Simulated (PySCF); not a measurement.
**C8H20Al−: geometry, NMR shifts**

Aim: predict the NMR shifts of C8H20Al− (`C[CH2][Al-]([CH2]C)([CH2]C)[CH2]C`).

Computed with PySCF 2.14.0, with density-fitted response routines of our own, on a single molecule in the gas phase. Atoms count from 0, in the outputs and in this text.

## Step 1: The starting structure

29 atoms, charge -1, multiplicity 1; geometry from: GFN2-xTB.

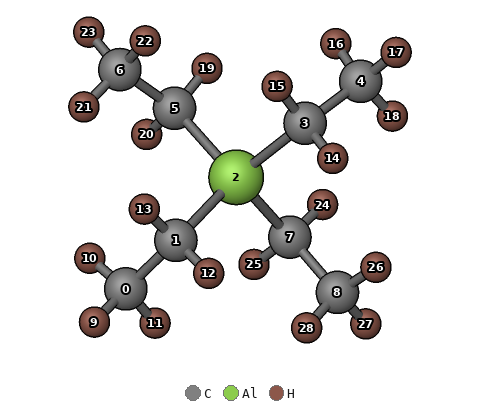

The starting geometry (carbon grey, aluminium green, hydrogen brown), atoms numbered.

## Step 2: Relaxing the molecule at PBE0-D3(BJ)/def2-SVP

The job: settings as JSON, then the geometry in Å.

```
{"job": {"xc": "PBE0", "basis": "def2-SVP", "d3": "d3bj", "grid": 1, "kind": "geom"}, "charge": -1, "multiplicity": 1}
C      1.532873     2.568194    -0.064108
C      0.863287     1.595649     0.911745
Al     0.014004    -0.054140     0.017314
C     -0.962923    -1.132101     1.476690
C     -1.812988    -2.291807     0.948164
C      1.451624    -1.223342    -0.880579
C      2.672949    -1.517222    -0.004472
C     -1.307956     0.532038    -1.445049
C     -2.431497     1.436650    -0.931258
H      1.973231     3.440472     0.437171
H      2.325533     2.063481    -0.615706
H      0.807642     2.931547    -0.791288
H      0.118460     2.165998     1.490871
H      1.618265     1.302499     1.659541
H     -1.620396    -0.489722     2.085496
H     -0.248096    -1.550836     2.204246
H     -1.193634    -2.986921     0.382178
H     -2.308277    -2.856442     1.749432
H     -2.584823    -1.919933     0.275158
H      1.027490    -2.191401    -1.194831
H      1.815545    -0.772328    -1.818589
H      3.173163    -0.588427     0.267298
H      2.365726    -2.006519     0.919360
H      3.408848    -2.164335    -0.500089
H     -1.775974    -0.334615    -1.940314
H     -0.796284     1.066937    -2.261830
H     -3.002535     0.923880    -0.157771
H     -3.129812     1.741725    -1.721932
H     -2.013350     2.338972    -0.485990
```

The program printed:

```text
step   0  E = -558.57234402  max force = 0.010932
step   1  E = -558.57598593  max force = 0.005776
step   2  E = -558.57653945  max force = 0.003764
step   3  E = -558.57680381  max force = 0.000744
step   4  E = -558.57681915  max force = 0.000636
step   5  E = -558.57683450  max force = 0.000548
step   6  E = -558.57683361  max force = 0.000490
step   7  E = -558.57683489  max force = 0.000267
optimisation converged
```

Run time: 4.4 min. Hardware: 1 thread, shared host.

Relaxation path:

| step | energy from step 0 (eV) | largest force component (eV/Å) |
| --- | --- | --- |
| 0 | 0.0000 | 0.5621 |
| 1 | -0.0991 | 0.2970 |
| 2 | -0.1142 | 0.1936 |
| 3 | -0.1214 | 0.0383 |
| 4 | -0.1218 | 0.0327 |
| 5 | -0.1222 | 0.0282 |
| 6 | -0.1222 | 0.0252 |
| 7 | -0.1222 | 0.0137 |

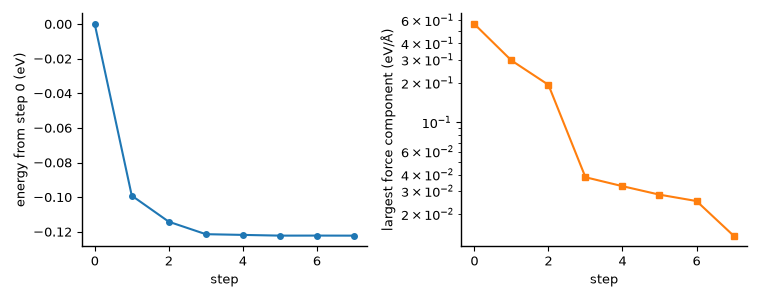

Energy and largest force along the relaxation.

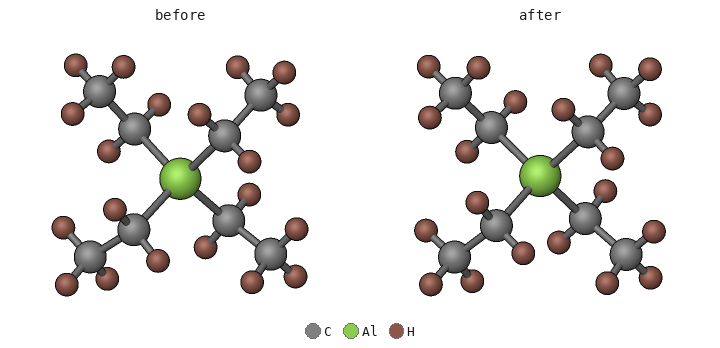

The geometry before (left) and after (right).

Close pairs (by a distance rule), those that changed most:

| bond | before (Å) | after (Å) | change (Å) |
| --- | --- | --- | --- |
| Al2–C3 | 2.061 | 2.038 | -0.023 |
| C1–Al2 | 2.060 | 2.037 | -0.023 |
| Al2–C5 | 2.059 | 2.038 | -0.021 |
| Al2–C7 | 2.057 | 2.037 | -0.019 |
| C0–H11 | 1.089 | 1.105 | +0.016 |
| C6–H21 | 1.089 | 1.105 | +0.016 |
| C6–H22 | 1.090 | 1.105 | +0.016 |
| C4–H18 | 1.089 | 1.105 | +0.016 |

The end geometry stands in the next job.

| at the end point | value |
| --- | --- |
| point group (found at 0.08 Å tolerance) | C2 |
| rotational constants (GHz, main isotopes) | 1.098, 1.040, 0.692 |

## Step 3: Shielding tensors: PBE0/pcSseg-1

The job: settings as JSON, then the geometry in Å.

```
{"job": {"kind": "nmr", "xc": "PBE0", "basis": "pcSseg-1"}, "charge": -1, "multiplicity": 1}
C      1.642017     2.489007    -0.205445
C      0.932923     1.597780     0.811924
Al    -0.002759    -0.022593     0.006056
C     -0.891776    -1.092055     1.495185
C     -1.701095    -2.297635     1.023430
C      1.363360    -1.185317    -0.960646
C      2.566104    -1.598332    -0.115908
C     -1.417118     0.597773    -1.322714
C     -2.520470     1.461089    -0.714947
H      2.152269     3.375943     0.225968
H      2.411380     1.926485    -0.764950
H      0.936515     2.872179    -0.964733
H      0.195339     2.199812     1.380006
H      1.662960     1.252608     1.571732
H     -1.544228    -0.416613     2.084718
H     -0.113012    -1.427350     2.209967
H     -1.071836    -3.007641     0.456662
H     -2.182725    -2.882885     1.834953
H     -2.509475    -1.994023     0.333850
H      0.853893    -2.092180    -1.345119
H      1.714053    -0.652656    -1.867694
H      3.122148    -0.716178     0.249607
H      2.252314    -2.152684     0.787270
H      3.304502    -2.241995    -0.638875
H     -1.869825    -0.288862    -1.810846
H     -0.923763     1.153793    -2.145334
H     -3.056965     0.921310     0.086362
H     -3.293285     1.805619    -1.434147
H     -2.105725     2.369615    -0.241990
```

Method: GIAO PBE0/pcSseg-1 NMR shielding, non-relativistic, gas phase.

The program printed:

```text
coarse grid: 22712 points
cycle   1  E = -558.5581738815  dE =  9.104e-02  |g| = 8.110e-01  |ddm| = 4.476e+00
cycle   2  E = -558.4540185592  dE =  1.042e-01  |g| = 1.037e+00  |ddm| = 2.478e+00
cycle   3  E = -558.7540948804  dE = -3.001e-01  |g| = 3.093e-02  |ddm| = 1.432e+00
cycle   4  E = -558.7542752460  dE = -1.804e-04  |g| = 1.151e-02  |ddm| = 3.939e-02
cycle   5  E = -558.7543008410  dE = -2.559e-05  |g| = 5.079e-03  |ddm| = 1.321e-02
cycle   6  E = -558.7543070090  dE = -6.168e-06  |g| = 3.582e-04  |ddm| = 4.099e-03
final grid: 209000 points
cycle   7  E = -558.8083395914  dE = -5.034e-05  |g| = 1.021e-02  |ddm| = 3.370e-02
cycle   8  E = -558.8083253113  dE =  1.428e-05  |g| = 1.266e-02  |ddm| = 2.302e-02
cycle   9  E = -558.8083674931  dE = -4.218e-05  |g| = 3.278e-04  |ddm| = 1.249e-02
cycle  10  E = -558.8083675102  dE = -1.711e-08  |g| = 1.274e-04  |ddm| = 3.637e-04
cycle  11  E = -558.8083675135  dE = -3.349e-09  |g| = 4.851e-05  |ddm| = 1.462e-04
cycle  12  E = -558.8083675141  dE = -5.703e-10  |g| = 3.150e-06  |ddm| = 5.374e-05
converged SCF energy = -558.8083675141

GIAO shielding tensors (ppm)
atom      isotropic    diamagn.    paramagn.     s11        s22        s33       span
  0 C      170.134     245.052     -74.918    159.757    166.047    184.597     24.839
  1 C      184.929     251.733     -66.804    168.622    185.098    201.067     32.445
  2 Al     412.482     798.396    -385.914    400.651    417.801    418.995     18.344
  3 C      184.909     251.709     -66.800    168.562    185.259    200.906     32.344
  4 C      170.060     244.881     -74.820    159.674    165.943    184.564     24.890
  5 C      184.954     251.703     -66.749    168.620    185.251    200.990     32.370
  6 C      170.037     244.901     -74.863    159.637    165.976    184.498     24.861
  7 C      184.965     251.703     -66.738    168.589    185.084    201.222     32.632
  8 C      170.118     245.023     -74.906    159.742    166.037    184.574     24.833
  9 H       30.208      28.130       2.078     24.783     27.509     38.332     13.549
 10 H       30.356      31.326      -0.970     25.355     30.286     35.427     10.073
 11 H       30.333      31.347      -1.014     25.316     30.255     35.427     10.111
 12 H       31.881      33.906      -2.025     28.178     30.749     36.715      8.537
 13 H       31.872      33.944      -2.071     28.341     30.685     36.591      8.250
 14 H       31.889      33.916      -2.028     28.222     30.810     36.634      8.412
 15 H       31.872      33.849      -1.977     28.063     30.834     36.718      8.655
 16 H       30.342      31.248      -0.907     25.385     30.115     35.525     10.140
 17 H       30.206      28.049       2.157     24.771     27.540     38.307     13.537
 18 H       30.346      31.264      -0.918     25.268     30.357     35.412     10.144
 19 H       31.850      33.866      -2.016     28.096     30.771     36.683      8.587
 20 H       31.906      33.904      -1.998     28.181     30.862     36.674      8.493
 21 H       30.337      31.276      -0.939     25.218     30.414     35.378     10.160
 22 H       30.350      31.260      -0.910     25.464     30.046     35.540     10.076
 23 H       30.206      28.065       2.141     24.766     27.543     38.309     13.544
 24 H       31.880      33.907      -2.027     28.281     30.736     36.624      8.342
 25 H       31.872      33.913      -2.040     28.205     30.718     36.693      8.488
 26 H       30.350      31.306      -0.956     25.313     30.304     35.433     10.120
 27 H       30.207      28.112       2.095     24.780     27.516     38.325     13.545
 28 H       30.340      31.335      -0.995     25.355     30.225     35.440     10.085
```

It took 66 s on 1 thread, shared host.

Shifts follow as δ = σ(reference) − σ, with reference shieldings (ppm) from runs at the same level and on the same kind of geometry: ¹H TMS 31.27, ¹³C TMS 184.4, ²⁷Al AlH4- 489.3. The references are single molecules in the gas phase. Shifts against hydride references such as AlH4− lie on their own scale. Atoms listed in one row are averaged.

| atoms | environment | σ (ppm) | δ (ppm) |
| --- | --- | --- | --- |
| C0, C4, C6, C8 | methyl carbon | 170.1 | 14.3 |
| C1, C3, C5, C7 | sp3 CH2 bonded to Al | 184.9 | -0.5 |
| H9, H10, H11, H16, H17 and 7 more | hydrogen on a methyl carbon | 30.30 | 0.97 |
| H12, H13, H14, H15, H19 and 3 more | hydrogen on an sp3 CH2 bonded to Al | 31.88 | -0.61 |
| Al2 | aluminium bonded to 4 C | 412.5 | 76.8 |

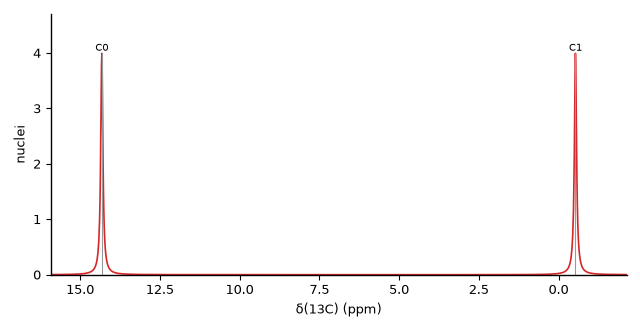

¹³C lines at the computed shifts, without couplings. Lines are broadened to a width of 0.08 ppm (Lorentzian).

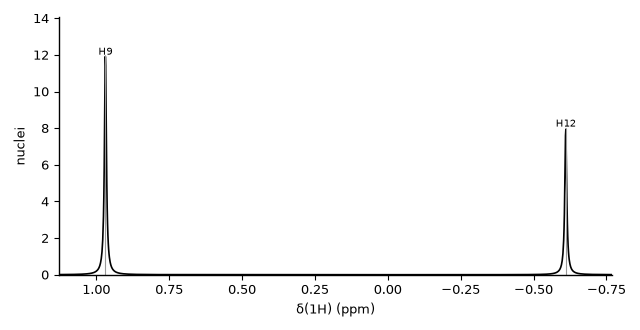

¹H lines at the computed shifts, without couplings. Lines are broadened to a width of 0.01 ppm (Lorentzian).

Charges from the same density, by scheme (e):

| atoms | Mulliken | IAO | Hirshfeld | ESP fit |
| --- | --- | --- | --- | --- |
| C0, C4, C6, C8 | -0.29 | -0.38 | -0.13 | -0.17 |
| C1, C3, C5, C7 | -0.64 | -0.60 | -0.23 | 0.09 |
| Al2 | 1.17 | 0.86 | 0.34 | 0.06 |

Mulliken charges:

C0 -0.29; C1 -0.64; Al2 1.17; C3 -0.64; C4 -0.29; C5 -0.64; C6 -0.29; C7 -0.64; C8 -0.29; H9 0.06; H10 0.09; H11 0.09; H12 0.08; H13 0.08; H14 0.08; H15 0.08; H16 0.09; H17 0.06; H18 0.09; H19 0.08; H20 0.08; H21 0.09; H22 0.09; H23 0.06; H24 0.08; H25 0.08; H26 0.09; H27 0.06; H28 0.09

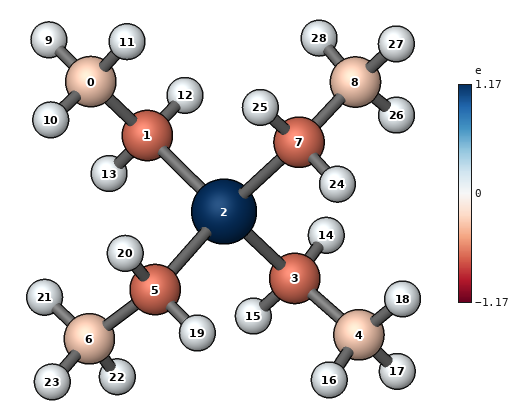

Mulliken charges, as colours on the atoms.

Mayer bond orders: C0–C1 1.06, C1–Al2 0.69, Al2–C3 0.69, C3–C4 1.06, Al2–C5 0.69, C5–C6 1.06, Al2–C7 0.69, C7–C8 1.06.

## Step 4: NMR shieldings: PBE/pcSseg-1

The job, as its differences from that of step 3:

```diff
@@ -1,2 +1,2 @@
-{"job": {"kind": "nmr", "xc": "PBE0", "basis": "pcSseg-1"}, "charge": -1, "multiplicity": 1}
+{"job": {"kind": "nmr", "xc": "PBE", "basis": "pcSseg-1", "pop": false}, "charge": -1, "multiplicity": 1}
 C      1.642017     2.489007    -0.205445
```

Method: GIAO PBE/pcSseg-1 NMR shielding, non-relativistic, gas phase.

The program printed:

```text
coarse grid: 22712 points
cycle   1  E = -558.2796689870  dE =  1.672e-02  |g| = 1.117e+00  |ddm| = 4.591e+00
cycle   2  E = -557.5025656217  dE =  7.771e-01  |g| = 1.973e+00  |ddm| = 4.735e+00
cycle   3  E = -558.6440789617  dE = -1.142e+00  |g| = 8.072e-02  |ddm| = 3.562e+00
cycle   4  E = -558.6452928099  dE = -1.214e-03  |g| = 4.503e-02  |ddm| = 1.711e-01
cycle   5  E = -558.6457537405  dE = -4.609e-04  |g| = 1.628e-02  |ddm| = 6.501e-02
cycle   6  E = -558.6458177149  dE = -6.397e-05  |g| = 2.592e-03  |ddm| = 1.627e-02
cycle   7  E = -558.6458192394  dE = -1.524e-06  |g| = 6.434e-04  |ddm| = 3.548e-03
final grid: 209000 points
cycle   8  E = -558.7203340674  dE = -4.547e-05  |g| = 1.775e-02  |ddm| = 4.910e-02
cycle   9  E = -558.7201759132  dE =  1.582e-04  |g| = 3.005e-02  |ddm| = 5.078e-02
cycle  10  E = -558.7204172255  dE = -2.413e-04  |g| = 8.412e-04  |ddm| = 3.297e-02
cycle  11  E = -558.7204173672  dE = -1.417e-07  |g| = 2.929e-04  |ddm| = 1.096e-03
cycle  12  E = -558.7204173881  dE = -2.091e-08  |g| = 4.872e-05  |ddm| = 3.127e-04
cycle  13  E = -558.7204173887  dE = -5.866e-10  |g| = 9.906e-06  |ddm| = 7.426e-05
converged SCF energy = -558.7204173887

GIAO shielding tensors (ppm)
atom      isotropic    diamagn.    paramagn.     s11        s22        s33       span
  0 C      164.987     244.758     -79.771    153.650    160.415    180.898     27.248
  1 C      179.513     251.315     -71.802    162.445    178.173    197.921     35.476
  2 Al     398.687     800.182    -401.495    387.222    403.715    405.124     17.902
  3 C      179.525     251.285     -71.760    162.380    178.449    197.746     35.365
  4 C      164.937     244.594     -79.657    153.603    160.336    180.872     27.269
  5 C      179.565     251.283     -71.718    162.439    178.426    197.831     35.391
  6 C      164.907     244.615     -79.707    153.561    160.357    180.803     27.242
  7 C      179.569     251.282     -71.714    162.406    178.180    198.120     35.715
  8 C      164.976     244.730     -79.753    153.643    160.407    180.880     27.237
  9 H       29.980      27.887       2.093     24.610     27.424     37.907     13.297
 10 H       30.213      31.419      -1.206     25.451     30.112     35.076      9.626
 11 H       30.186      31.443      -1.257     25.407     30.088     35.062      9.655
 12 H       31.677      33.757      -2.080     28.160     30.800     36.071      7.911
 13 H       31.665      33.801      -2.136     28.325     30.736     35.933      7.608
 14 H       31.683      33.768      -2.085     28.207     30.855     35.986      7.779
 15 H       31.668      33.692      -2.024     28.043     30.884     36.076      8.033
 16 H       30.196      31.341      -1.146     25.476     29.950     35.161      9.684
 17 H       29.979      27.802       2.177     24.598     27.457     37.882     13.284
 18 H       30.203      31.361      -1.157     25.364     30.184     35.062      9.698
 19 H       31.644      33.710      -2.066     28.078     30.819     36.035      7.958
 20 H       31.702      33.755      -2.054     28.166     30.909     36.030      7.863
 21 H       30.193      31.372      -1.179     25.312     30.245     35.023      9.711
 22 H       30.204      31.353      -1.149     25.554     29.878     35.179      9.624
 23 H       29.979      27.818       2.161     24.594     27.459     37.884     13.290
 24 H       31.673      33.759      -2.087     28.263     30.787     35.968      7.705
 25 H       31.668      33.764      -2.096     28.188     30.767     36.049      7.861
 26 H       30.206      31.398      -1.191     25.407     30.133     35.080      9.673
 27 H       29.980      27.868       2.111     24.607     27.431     37.900     13.293
 28 H       30.194      31.432      -1.238     25.448     30.056     35.079      9.631
```

Wall time 86 s (1 thread, shared host).

Key values: δ C0 15.1, C1 0.5, Al2 84.2, H9 1.07, H12 -0.48 ppm (means over like atoms).

## Step 5: Comparing the runs: NMR shifts

Shifts (ppm), means over like atoms, with basis size and wall time:

| run | C0 | C1 | H9 | H12 | Al2 | functions | time |
| --- | --- | --- | --- | --- | --- | --- | --- |
| PBE0/pcSseg-1 | 14.3 | -0.5 | 0.97 | -0.61 | 76.8 | 260 | 66 s |
| PBE/pcSseg-1 | 15.1 | 0.5 | 1.07 | -0.48 | 84.2 | 260 | 86 s |

## Step 6: Results

| quantity | value |
| --- | --- |
| point group | C2 |
| rotational constants (main isotopes) | 1.10, 1.04, 0.69 GHz |
| ¹³C shifts against TMS (PBE0/pcSseg-1, means over atoms taken as alike) | 14.3, -0.5 ppm |
| ¹H shifts against TMS (PBE0/pcSseg-1, means over atoms taken as alike) | 0.97, -0.61 ppm |
| ²⁷Al shifts against AlH4- (PBE0/pcSseg-1) | 76.8 ppm |
| range of the shift of Al2 | 76.8 to 84.2 ppm |

The optimisation took 7 steps and gained 0.122 eV; among the close pairs (by a distance rule), Al2–C3 changed most, from 2.061 to 2.038 Å. No frequency check was run at this level, so the end point may be a saddle. At PBE0/pcSseg-1: Shielding is most anisotropic at C1, C3, C5, C7 (span 32 ppm, paramagnetic term -67 ppm). In ppm, Al2 moves most: its shift spreads over 7.4 ppm, from 76.8 (PBE0/pcSseg-1) to 84.2 (PBE/pcSseg-1).
